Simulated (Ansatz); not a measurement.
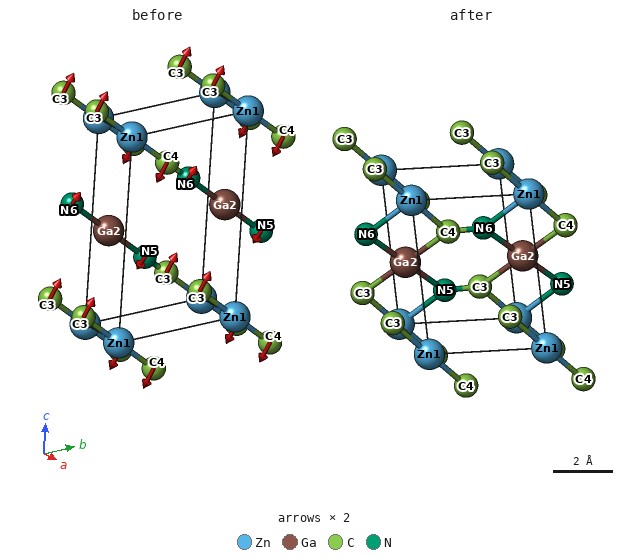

The structure of solid ZnGaC₂N₂ (a generated structure, set up in P-1) (coarse preliminary run) before (left) and after (right) a relaxation, at one scale. The red arrows give the displacements (the part carried along by the change of the cell is left out), 2 times their true length.

Style: ball-and-stick. Shown: the cell of the calculation, slightly off an axis.

Theory: DFT PBE, scalar-relativistic, plane waves, PAW in Ansatz 0.2.0.

The input:
```yaml
crystal:
  lattice:
    - [3.62729415, 0.0, 0.0]
    - [0.96099357, 3.96728141, 0.0]
    - [1.44304328, 1.58612304, 7.25850803]
  atoms:
    - { symbol: Zn, position: [0.0, 0.0, 0.0] }
    - { symbol: Ga, position: [0.5, 0.0, 0.5] }
    - { symbol: C, position: [0.18897871, 0.62204259, 0.18897871] }
    - { symbol: C, position: [0.81102129, 0.37795741, 0.81102129] }
    - { symbol: "N", position: [0.30431782, 0.39136435, 0.30431782] }
    - { symbol: "N", position: [0.69568218, 0.60863565, 0.69568218] }
basis:
  ecutwfc: 420
kpoints:
  mp_grid: { grid: [6, 4, 4] }
hamiltonian:
  xc: pbe
scf:
  occupations: { method: gaussian, width: 0.1 }
  lower_state_search: "off"
output:
  forces: true
  stress: true
  eigenvalues: true
relax:
  adjacent_minimum: "off"
  f_tol: 0.04
  max_steps: 70
  cell: { stress_tol: 0.4 }
```

Run as
```bash
ansatz run input.yaml --threads 1 --pin off --max-ram 2560MiB --backend cpu --events-out ev --progress --plain --runs-dir out
```

Summarise the run.

The largest moves relative to the cell, 0.44 Å, are those of C3 and C4. C3 goes along [1 1 2]. By element the largest moves are C 0.44 Å, N 0.33 Å. Ga and Zn stay in place. Cell: a 3.627 → 3.305 Å (−8.9 %), b 4.082 → 4.054 Å (−0.7 %), c 7.569 → 5.537 Å (−26.8 %), α 75.6° → 95.4°, β 79.0° → 94.4°, γ 76.4° → 79.5°. Volume −30.6 %. Some distances before and after: Ga2–C3 3.582 → 2.073 Å, Zn1–N5 3.564 → 2.175 Å, Zn1–C3 1.917 → 2.070 Å, Ga2–N5 1.985 → 2.099 Å. Bond angles that change, for instance: Zn1–C3–N5 180.0° → 130.8°, Ga2–N5–C3 180.0° → 134.1°. The space group stays P-1 (No. 2). After 21 accepted moves (25 points after the start) the energy has fallen by 470 meV per atom. The largest force component goes from 1.8 to 0.025 eV/Å. The pressure goes from 6.32 to 0.04 GPa. The line search rejected the trial steps at points 16, 19 of the run. At 2 points the geometry stayed and the basis and grid were re-selected for the new cell (energy shift of 0.3 meV per atom at most each time). The run took 82 s on 1 thread of AMD EPYC 9R45 96-Core Processor (Zen 5) (shared host), peak memory 0.57 GiB.

Limits of the set-up: the k-point mesh is coarse for a cell with partly filled bands.
